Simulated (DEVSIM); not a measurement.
Structure: illuminated Si p-on-n cell, one wavelength, with a back-surface field, at 300 K.

```tsv
layer (left to right)	material	thickness (μm)	Nd (cm⁻³)	Na (cm⁻³)	τn (s)	τp (s)	absorption coefficient (cm⁻¹)
1	Si	0.0840	-	2.3e18	7.2e-5	1.2e-5	24000
2	Si	200	6.3e15	-	0.00019	0.00019	24000
3	Si	0.220	1e18	-	0.00019	0.00019	24000
```

Left contact: ohmic, minority electron recombination velocity 20000 cm/s. Right contact: ohmic, minority hole recombination velocity 2e5 cm/s. Voltage is applied to the left contact. Recombination: SRH at mid-gap, radiative. Gap narrowing is on: ΔEg = 6.92 meV × (l + √(l² + 0.5)), l = ln(N/1.3e17 cm⁻³), shared equally by both band edges. Light enters at the left, 2.3e16 photons cm⁻² s⁻¹, one pass, no reflection. Mobility is μmin + (μ − μmin)/(1 + (N/Nref)^α).

This is a model device: material constants are rounded textbook-type values typed into the input, and sizes, dopings and lifetimes were drawn at random. Values at 300 K.

```
parameter           Si
-------------  -------
gap (eV)         1.124
affinity (eV)     4.05
permittivity      11.7
Nc (cm⁻³)      2.86e19
Nv (cm⁻³)       3.1e19
μn (cm²/Vs)       1417
μp (cm²/Vs)        470
μn,min              52
μp,min              45
Nref,n          9.7e16
Nref,p          2.2e17
αn                0.68
αp                0.72
B (cm³/s)      4.7e-15
```

Simulated with DEVSIM: 1D drift-diffusion, Boltzmann statistics, complete ionisation; no tunnelling, impact ionisation, image-force lowering or self-heating.

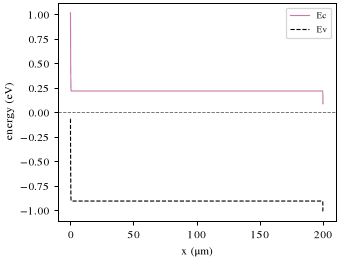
Band edges at zero bias, in the dark

Energies count from the Fermi level of the right contact; mesh points crowd at the junctions.

```csv
x (μm),Ec (eV),Ev (eV),n (cm⁻³),p (cm⁻³),field (V/cm)
0.000,1.016,-0.067,240,2.3e18,≈ 0
0.03078,1.016,-0.067,240,2.3e18,≈ 0
0.06707,1.016,-0.067,240,2.3e18,-190
0.09466,0.959,-0.165,2300,5.3e16,-43000
0.1933,0.635,-0.488,6.1e8,1.9e11,-28000
0.4297,0.252,-0.872,1.7e15,71000,-5500
1.086,0.218,-0.906,6.3e15,19000,≈ 0
4.003,0.218,-0.906,6.3e15,19000,≈ 0
11.00,0.218,-0.906,6.3e15,19000,≈ 0
29.19,0.218,-0.906,6.3e15,19000,≈ 0
80.87,0.218,-0.906,6.3e15,19000,≈ 0
166.9,0.218,-0.906,6.3e15,19000,≈ 0
188.1,0.218,-0.906,6.3e15,19000,≈ 0
195.8,0.218,-0.906,6.3e15,19000,≈ 0
199.0,0.218,-0.906,6.3e15,19000,≈ 0
199.7,0.218,-0.906,6.3e15,19000,≈ 0
200.0,0.213,-0.911,7.7e15,15000,-1000
200.1,0.179,-0.945,2.9e16,4200,-10000
200.1,0.087,-1.008,9.8e17,360,-1100
200.2,0.087,-1.008,1.0e18,360,≈ 0
200.2,0.087,-1.008,1.0e18,360,≈ 0
200.3,0.087,-1.008,1.0e18,360,≈ 0
```
